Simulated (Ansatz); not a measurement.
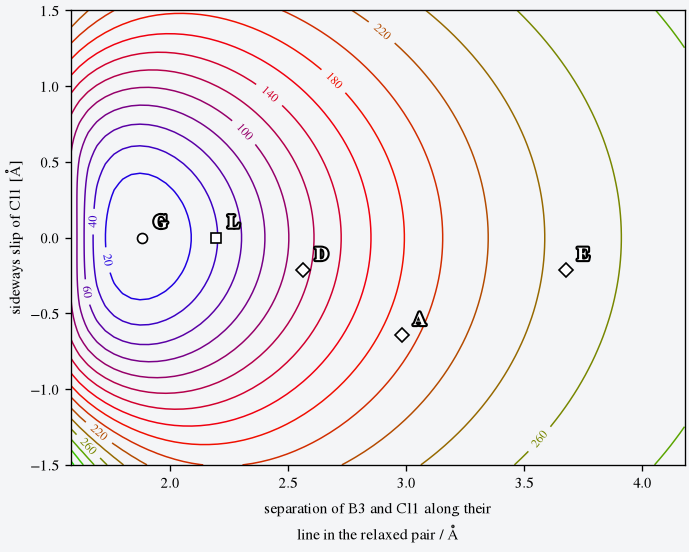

BCl4, charge −1. First axis: separation of B3 and Cl1 along their line in the relaxed pair. Second axis: sideways slip of Cl1. Nothing is relaxed (both partners rigid). Grid: 15 × 15 points. Points are written as (first, second). All energies are given in kJ/mol relative to the lowest grid point. These are results of RKS PBE-D4/def2-SVPD in Ansatz 0.2.0, not measurements.

Drawn: contour lines labelled in kJ/mol, lettered points. Between grid points the surface is interpolated.

Question: Is G the lowest point of the computed grid?

Answer: Yes. G, at (1.880 Å, 0.000 Å), has the lowest energy of the grid.

Question: What kind of point is each of A, D, E, G, L: minimum, saddle, maximum or slope?

Answer: A: on a slope; D: on a slope; E: on a slope; G: minimum; L: on a slope. (In these two coordinates alone; a stationary point may lie a little off the grid point.)

Question: Rank the lettered points by energy, lowest first.

Answer: G (0 kJ/mol), L (39 kJ/mol), D (114 kJ/mol), A (192 kJ/mol), E (247 kJ/mol).
